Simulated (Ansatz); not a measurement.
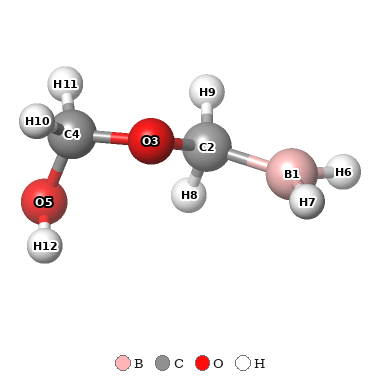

The system is C₂H₇BO₂, SMILES BCOCO; the picture shows the reference structure. The first coordinate is: angle C2–O3–C4; the second: change of the bonds O3–C2, O3–C4, all alike. Nothing is relaxed (all other coordinates rigid). The scan uses an 11 × 11 grid. Points are written as (first, second). Energies are in kJ/mol, from the lowest grid point. These are results of Ansatz, RKS PBE-D4/def2-SVP, not measurements.

Its coordinates:

```xyz
12

B    -1.2231    1.1399    1.3870
C    -0.5090   -0.0133    0.6419
O     0.7865    0.2729    0.1387
C     1.2501   -0.6857   -0.7779
O     0.4980   -0.7415   -1.9634
H    -2.2733    0.8870    1.9494
H    -0.8074    2.2820    1.3616
H    -1.2296   -0.2109   -0.2070
H    -0.5281   -0.9775    1.2141
H     2.3167   -0.4178   -0.9589
H     1.1961   -1.7152   -0.3483
H     0.6001    0.1249   -2.4032
```

Range: angle C2–O3–C4 from 68.3 to 158.3°; change of the bonds O3–C2, O3–C4, all alike from −0.155 to 0.240 Å.

**Predict the map.**

The lowest grid point is at (113.3°, 0.003 Å). No other kind of well shows on this grid. The highest grid point, (68.3°, −0.155 Å), lies 1244 kJ/mol above the lowest. Round the minimum the valley is somewhat tilted: raising angle C2–O3–C4 shifts the best value of the second coordinate downwards (coupling k₁₂/√(k₁₁k₂₂) about 0.2).

```csv
"second ↓, first →",68.3,77.3,86.3,95.3,104.3,113.3,122.3,131.3,140.3,149.3,158.3
0.240,440,243,156,120,111,116,131,154,181,211,241
0.201,458,237,138,96,84,88,102,125,152,182,211
0.161,484,238,124,75,58,61,75,97,124,154,182
0.121,521,246,116,58,37,37,50,72,99,128,156
0.082,568,262,115,47,21,18,30,51,78,106,134
0.042,630,290,122,44,11,5,15,35,61,89,116
0.003,707,331,140,49,10,0,8,26,52,79,105
−0.037,804,389,173,67,19,5,10,27,51,78,103
−0.076,922,464,222,99,42,22,24,39,62,88,112
−0.116,1069,566,293,151,83,56,54,67,88,113,137
−0.155,1244,693,387,225,145,110,104,113,133,156,179
```

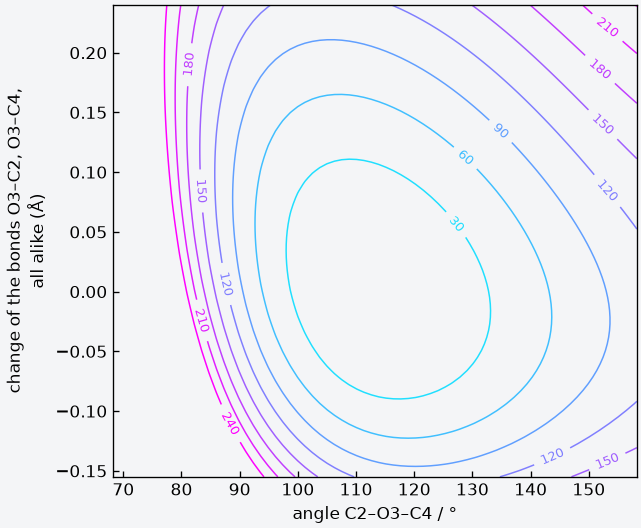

The picture shows contour lines labelled in kJ/mol (none above 240). Between grid points the surface is interpolated.

Time for the 121 points that were run: 12 min on 1 thread of Intel(R) Xeon(R) Platinum 8259CL CPU @ 2.50GHz (Skylake/Cascade Lake) (shared host).
